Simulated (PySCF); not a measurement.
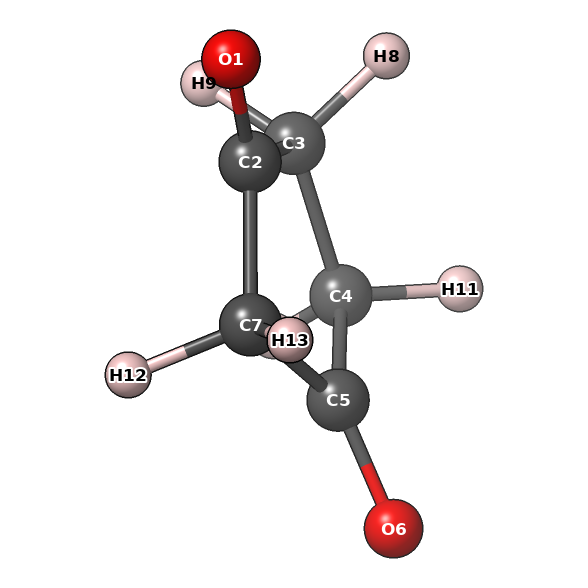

C3 lies behind C2. The molecule seen a little off the C2–C3 bond, C2 in front. Atoms fade into the background with distance from the viewer. Geometry: a frame of a GFN2-xTB molecular-dynamics simulation, not a minimum.

What is the torsion angle O1–C2–C3–C4? The sign is positive where the front bond must turn clockwise to cover the back bond.

Answer. 168°, antiperiplanar (anti).
